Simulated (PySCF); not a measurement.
# CHAlClNO (SMILES O=C=[N][AlH][Cl]) at MP2/pc-2

Aim: the vertical singlet–triplet gap of CHAlClNO at MP2/pc-2, from 2 runs. Input form: a Python script.

The results are computed with PySCF 2.14.0.

## Step 1: The molecule

The species is CHAlClNO (6 atoms), meant as a singlet with charge 0. As SMILES, `O=C=[N][AlH][Cl]`. Geometry: relaxed at PBE0-D4/def2-TZVP. This is one conformer, not always the lowest.

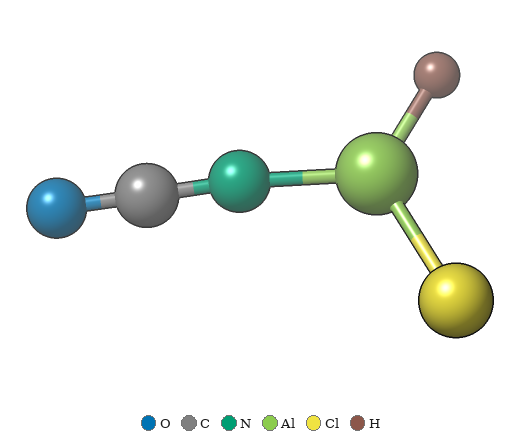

The structure, seen from a chosen angle (oxygen blue, carbon grey, nitrogen teal, aluminium green, chlorine yellow, hydrogen brown).

## Step 2: The energy at MP2/pc-2

File job.py:

```python
# O=C=[N][AlH][Cl]
from pyscf import gto, mp

mol = gto.M(
    atom='''
O     -1.121741    -3.361445    -4.292324
C     -0.801622    -2.053376    -2.554154
N     -0.498888    -0.712238    -0.758914
Al     0.277601     1.297297     1.765760
Cl     3.949906     2.705710     1.937536
H     -1.725887     2.003299     3.814790
''',
    max_memory=1860,
    verbose=4,
    basis='pc-2',
    spin=0,
    unit='bohr',
)

mf = mol.RHF()
mf.conv_tol = 1e-10
mf.kernel()
if not mf.converged:
    mf = mf.newton().run(mf.mo_coeff, mf.mo_occ)

pt = mp.MP2(mf, frozen=13).run()
etot = pt.e_tot
print(f'total energy: {etot:.8f} hartree')
```

Command:

```sh
$ OMP_NUM_THREADS=1 python job.py
```

Output:

```text
PySCF version 2.14.0

[... 64 lines left out ...]
converged SCF energy = -869.409276564345
[... 1 line left out ...]
******** <class 'pyscf.mp.mp2.RMP2'> ********
nocc = 13, nmo = 159
frozen orbitals 13
E(RMP2) = -870.204855762302  E_corr = -0.795579197956444
E(SCS-RMP2) = -870.186367048408  E_corr = -0.777090484062635
E_corr(same-spin) = -0.204928330944343
E_corr(oppo-spin) = -0.590650867012101
total energy: -870.20485576 hartree
```

It took 19 s on 1 thread of Intel Xeon Platinum 8175M at 2.50GHz (Skylake/Cascade Lake), shared host; peak memory 1.2 GiB.

## Step 3: The triplet, same level

File geometry.xyz:

```xyz
6

O     -0.593600    -1.778800    -2.271400
C     -0.424200    -1.086600    -1.351600
N     -0.264000    -0.376900    -0.401600
Al     0.146900     0.686500     0.934400
Cl     2.090200     1.431800     1.025300
H     -0.913300     1.060100     2.018700
```

File run.py:

```python
from pyscf import gto, mp

system = gto.Mole()
system.atom = 'geometry.xyz'
system.spin = 2
system.verbose = 3
system.max_memory = 1860
system.basis = 'pc-2'
system.build()

mf = system.UHF()
mf.conv_tol = 1e-10
mf.kernel()
if not mf.converged:
    mf = mf.newton().run(mf.mo_coeff, mf.mo_occ)

pt = mp.MP2(mf, frozen=13).run()
energy = pt.e_tot
print('E(%s) = %.9f' % ('MP2', energy))
```

Command:

```sh
$ OMP_NUM_THREADS=1 python run.py
```

Output:

```text
WARN: HOMO 0.0197795545385302 >= LUMO -0.354161458612354

WARN: HOMO -0.196079602528101 >= LUMO -0.273154136167136

WARN: HOMO -0.170295786637929 >= LUMO -0.193188245124144

converged SCF energy = -869.188431098991  <S^2> = 2.140145  2S+1 = 3.0920188
E(UMP2) = -869.941595640239  E_corr = -0.753164541248117
E(SCS-UMP2) = -869.922393976978  E_corr = -0.733962877986272
E(MP2) = -869.941595640
```

It took 89 s on 1 thread of Intel Xeon Platinum 8175M at 2.50GHz (Skylake/Cascade Lake), shared host; peak memory 1.7 GiB.

## Step 4: What came out

Level: MP2/pc-2, 13 core orbitals frozen.

| quantity | value |
| --- | --- |
| singlet: total energy | -870.20486 Eh |
| singlet: dipole moment (Hartree–Fock density) | 1.92 D |
| singlet: HOMO energy (Hartree–Fock orbitals) | -12.31 eV |
| singlet: LUMO energy (Hartree–Fock orbitals) | 1.02 eV |
| singlet: HOMO–LUMO gap (Hartree–Fock orbitals) | 13.33 eV |
| singlet: correlation energy (13 core orbitals frozen) | -795.6 mEh |
| triplet: total energy | -869.94160 Eh |
| triplet: dipole moment (Hartree–Fock density) | 5.26 D |
| triplet: HOMO energy (Hartree–Fock orbitals) (highest over α and β) | -4.77 eV |
| triplet: LUMO energy (Hartree–Fock orbitals) (lowest over α and β) | -2.74 eV |
| triplet: correlation energy (13 core orbitals frozen) | -753.2 mEh |
| triplet: ⟨S²⟩ of the reference determinant | 2.140 |
| vertical energy of the triplet above the singlet | 7.164 eV |

**Reading.** At this shape the triplet lies 7.16 eV (691 kJ/mol) above the singlet. ⟨S²⟩ (triplet) is 2.14 where a pure triplet has 2.00: the reference is spin-contaminated.
